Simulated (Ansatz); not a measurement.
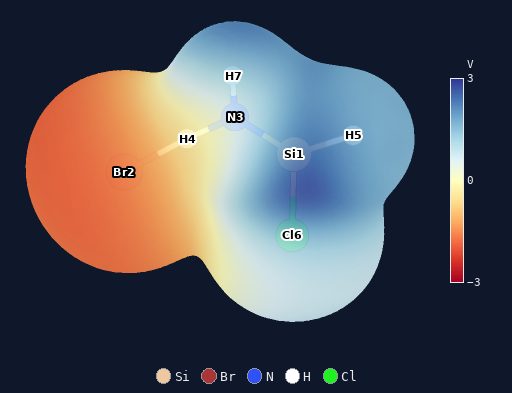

BrClH3NSi. The electrostatic potential painted on the density surface at 0.001 e/bohr³, seen at a tilt; red is negative and blue positive.

The product side of a reaction path; geometry: PBE0-D4/def2-TZVP.

Theory: RKS PBE0-D4/def2-TZVPP in Ansatz.

```yaml
atoms:
  - { symbol: Si, position_ang: [-0.9218, -0.5267, 0.3871] }
  - { symbol: Br, position_ang: [2.3416, 0.4999, -1.6487] }
  - { symbol: N, position_ang: [0.1715, 0.6410, 0.3598] }
  - { symbol: H, position_ang: [1.1126, 0.6204, -0.4780] }
  - { symbol: H, position_ang: [-2.0743, -0.6415, 1.2958] }
  - { symbol: Cl, position_ang: [-0.8013, -2.0276, -0.9011] }
  - { symbol: H, position_ang: [0.1716, 1.4343, 0.9853] }
```

Question: Describe the electrostatic potential map.

Answer: The most negative region (about −1.8 V) lies over Br2, the most positive (about +2.7 V) over Si1. Cl6 shows a σ-hole: about +1.0 V at the tip opposite its bond, against about +0.3 V on its flanks.
